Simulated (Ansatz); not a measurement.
System: Si4 (charge −4).

Input file:

```
crystal:
  periodic: [false, false, false]
  atoms:
    - {symbol: Si, position_ang: [1.498753, 0.003413, 0.097010]}
    - {symbol: Si, position_ang: [-0.587836, 0.421174, 1.316283]}
    - {symbol: Si, position_ang: [-0.434485, 0.958155, -1.071797]}
    - {symbol: Si, position_ang: [-0.476422, -1.382743, -0.341506]}
basis:
  gaussian: {orbitals: def2-TZVPD, initial_orbitals: start.molden}
total_charge: -4
hamiltonian: {xc: pbe0, dispersion: d4}
scf: {omitted_lower_state_checks: [starts]}
output: {orbitals: {seedname: orbitals}}
```

Command:

```sh
ansatz run in.yaml --threads 4 --pin off --events-out ev --progress --plain --max-ram 3916MiB
```

Geometry: r2SCAN-D4/def2-TZVPD; the highest occupied orbital lies above zero, a sign that basis and functional describe the outermost electron poorly.

Method: RKS PBE0-D4/def2-TZVPD in Ansatz 0.2.0.

Question: What can the converged electron density and electron localisation function tell about the bonding?

Answer: Si–Si (2.45 Å): ρ is about 0.43 e/Å³ halfway; the ELF peaks at about 0.70 between the atoms.

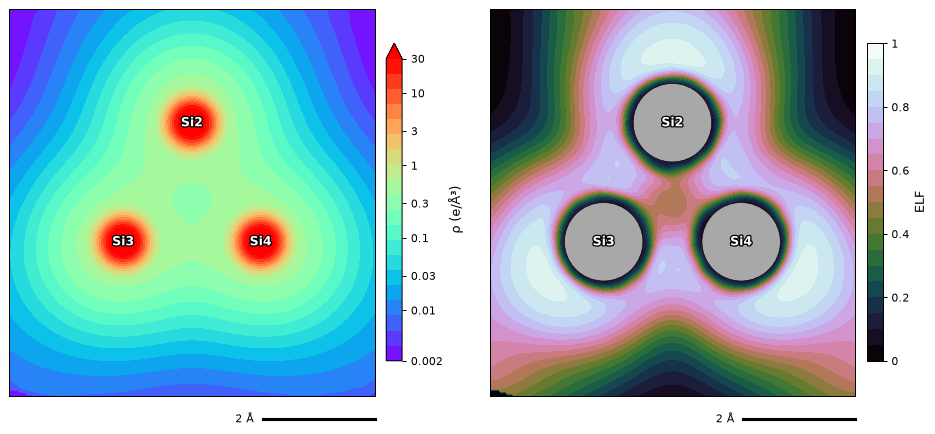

Computed electron density and electron localisation function on the plane of atoms Si2, Si4 and Si3, in this order. Grey discs cover the atomic cores in the ELF map. 
